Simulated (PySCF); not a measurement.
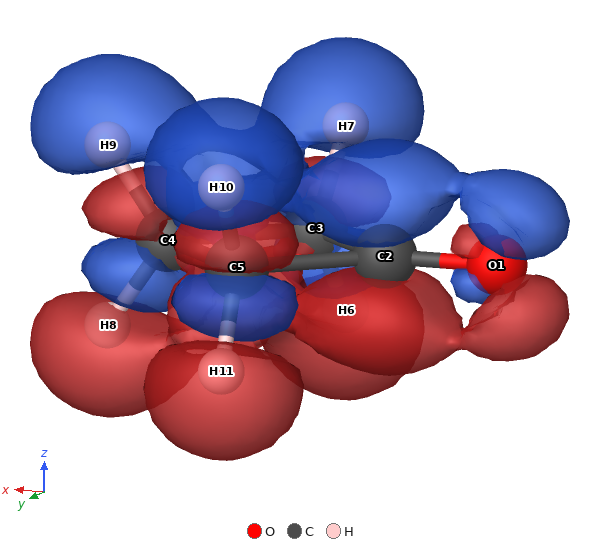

*C4H6O, charge +1, doublet, SMILES `[O+]=C1CCC1`. Change of the electron density in a uniform field of 0.26 V/Å, surfaces at ±0.0015 e/Å³ (red: gain, blue: loss).*

Method: TPSSh/6-311G**; geometry: GFN2-xTB; program: PySCF. No frequency check shows the geometry to be a minimum. A basis without diffuse functions makes polarisabilities too small. The stability of the open-shell solution wasn't checked. GFN2-xTB doesn't know the spin state, so this open-shell geometry is rough.

Coordinates in Å:

```
O1      -1.8938    0.0000    0.0003
C2      -0.7307   -0.0001   -0.0003
C3       0.3997   -1.0340   -0.0001
C4       1.5245    0.0000    0.0004
C5       0.3997    1.0340   -0.0001
H6       0.3225   -1.6394   -0.9076
H7       0.3227   -1.6394    0.9073
H8       2.1503    0.0002   -0.8874
H9       2.1504   -0.0003    0.8871
H10      0.3226    1.6394    0.9073
H11      0.3223    1.6395   -0.9075
```

The field was applied in both directions; the picture shows the one opposite to the script's first.

Along which Cartesian direction does the field point?

Answer. Along +z: electrons gather on the −z side, against the field.

What dipole is induced, and what polarisability does it imply?

Answer. The induced dipole is 0.40 D (along the field); α along this axis, from the fields in both directions, is 31 bohr³ (4.6 Å³).
